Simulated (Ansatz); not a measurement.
Band structure of Ti (P6_3/mmc, 4 atoms in the cell).

```xyz
4
Lattice="2.9220 0.0000 0.0000 -1.4610 2.5305 0.0000 0.0000 0.0000 9.4015" Properties=species:S:1:pos:R:3 pbc="T T T"
Ti     0.0000     0.0000     0.0000
Ti     0.0000     0.0000     4.7008
Ti     0.0000     1.6870     2.3504
Ti     1.4610     0.8435     7.0511
```

Method of the run: PBE (plane waves, PAW; Ansatz, a program for electronic structure).

Settings: basis.ecutwfc = 420 eV; kpoints.mp_grid.grid = 9 9 3; hamiltonian.xc = pbe; hamiltonian.pseudopotentials = {kind: paw} (the program's default PAW files); scf.occupations.method = gaussian; scf.occupations.width = 0.2 eV; kpoints.band_path.npoints = 8.

The starting cell was generated: these elements placed on a structure prototype, without a prior relaxation; it need not be a known phase or ordering of this composition. Its lattice was rescaled by a random factor within 2.5 % of one. Spin polarisation is off.

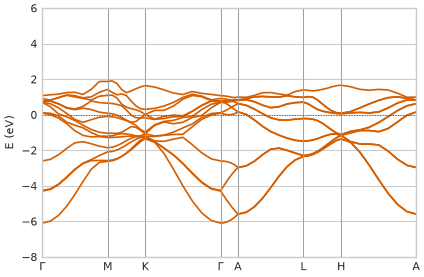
Figure: Bands along the path, energies from the Fermi level.

Levels in eV from the Fermi level, bands 21 to 28:
```tsv
point	21	22	23	24	25	26	27	28
Γ	0.09	0.11	0.69	0.69	0.71	0.77	0.77	0.90
M	-1.29	-1.21	-1.05	-0.10	0.08	0.65	1.09	1.42
K	-1.21	-1.08	-1.08	-0.98	-0.18	0.01	0.01	0.30
A	0.15	0.15	0.62	0.62	0.82	0.82	0.82	0.82
L	-1.49	-1.49	-0.22	-0.22	0.70	0.70	0.98	0.98
H	-1.16	-1.16	-1.12	-1.12	0.05	0.05	0.08	0.08
```

Bands cross the Fermi level along this path, so the cell is metallic at this level.

Keys are those of Ansatz 0.2.
